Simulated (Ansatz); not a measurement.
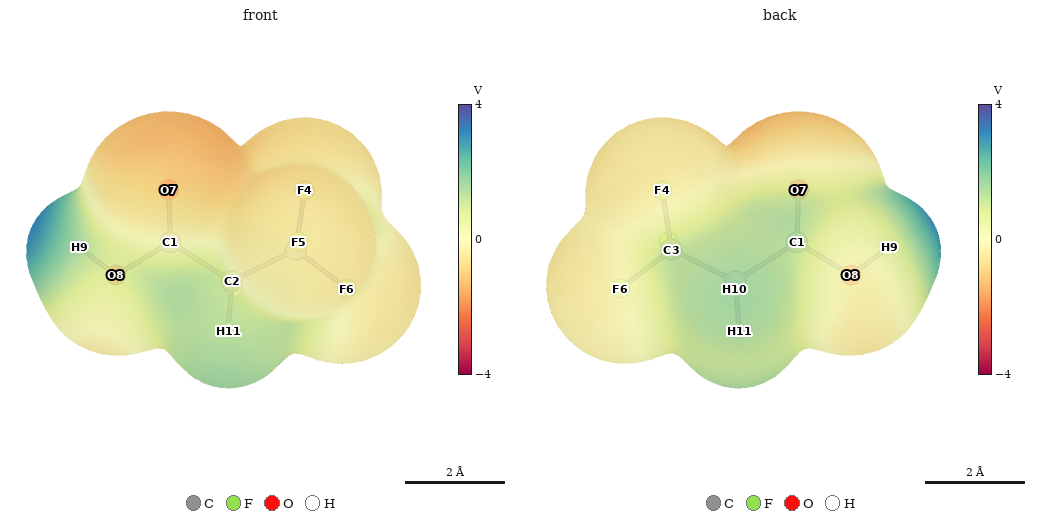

*C$_{3}$H$_{3}$F$_{3}$O$_{2}$ (SMILES O=C(O)CC(F)(F)F). The electrostatic potential painted on the density surface at 0.002 e/bohr³, seen from the front and from behind; the colour scale runs from red (negative) to blue (positive).*

Geometry: PBE-D3(BJ)/def2-SVP.

Computed with Ansatz, isolated molecule in a Gaussian basis; Kohn-Sham density functional theory, functional PBE0.

```xyz
11

C    -0.3263    1.0074   -0.8814
C     0.2810   -0.0819   -0.0138
C     1.7108    0.1838    0.4231
F     2.5482    0.2894   -0.6280
F     1.8120    1.3091    1.1589
F     2.1474   -0.8475    1.1915
O     0.2216    2.0232   -1.2501
O    -1.6033    0.6832   -1.2013
H    -1.9315    1.4232   -1.7580
H     0.2507   -1.0432   -0.5647
H    -0.3471   -0.2202    0.8889
```

Describe the electrostatic potential map.

Answer. The most negative region (about −1.5 V) lies over O7, the most positive (about +3.1 V) over H9. O7 is the likeliest acceptor of a hydrogen bond.
